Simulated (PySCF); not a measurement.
C7H10F3P (SMILES C=CCP1[C@H](C)[C@H]1C(F)(F)F)

| atom | x (Å) | y (Å) | z (Å) |
| --- | --- | --- | --- |
| C | 3.6741 | 0.6135 | -0.2838 |
| C | 2.4781 | 0.4905 | 0.2618 |
| C | 1.1940 | 0.7453 | -0.4570 |
| P | 0.2775 | -0.8805 | -0.6445 |
| C | -0.9778 | -0.7271 | 0.7150 |
| C | -1.5471 | -1.9629 | 1.3661 |
| C | -1.5071 | -0.3367 | -0.6479 |
| C | -1.9391 | 1.0648 | -0.9413 |
| F | -1.3363 | 1.5897 | -2.0273 |
| F | -1.7071 | 1.9323 | 0.0589 |
| F | -3.2595 | 1.1311 | -1.1882 |
| H | 4.5764 | 0.4213 | 0.2710 |
| H | 3.7987 | 0.9213 | -1.3091 |
| H | 2.3773 | 0.1799 | 1.2945 |
| H | 0.5913 | 1.4643 | 0.1004 |
| H | 1.3879 | 1.1350 | -1.4594 |
| H | -0.8322 | 0.0979 | 1.4076 |
| H | -0.9026 | -2.2911 | 2.1785 |
| H | -1.6331 | -2.7732 | 0.6454 |
| H | -2.5357 | -1.7536 | 1.7739 |
| H | -2.1867 | -1.0449 | -1.1149 |

Geometry: GFN2-xTB.

Level of theory: PBE0/pcSseg-1, SCF density, gas phase, non-relativistic (PySCF 2.14.0).

> What can the converged electron density and electron localisation function tell about the bonding?

C–C (1.32 Å): ρ is about 2.3 e/Å³ halfway; the ELF peaks at about 0.95 between the atoms; a multiple bond.
C–F (1.34 Å): ρ at the midpoint is about 2.3 e/Å³, with its minimum of 1.9 e/Å³ about 0.5 Å from C; the ELF peaks at about 0.85 between the atoms: a polar covalent bond.
C–H (1.08 Å): ρ is about 2 e/Å³ halfway; the ELF climbs to about 1 towards the hydrogen, as it does in any bond to H: an ordinary covalent bond to hydrogen.
C–C (1.49 Å): ρ is about 1.7 e/Å³ halfway; the ELF peaks at about 0.95 between the atoms; a covalent bond.

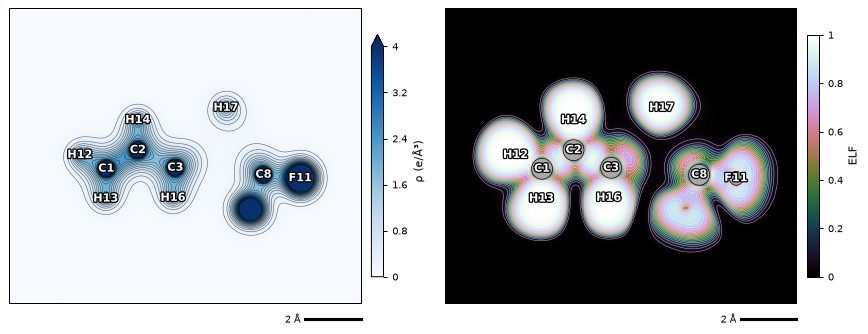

Computed electron density and electron localisation function on the plane of atoms C3, C2 and H14, in this order. Grey discs cover the atomic cores in the ELF map. 
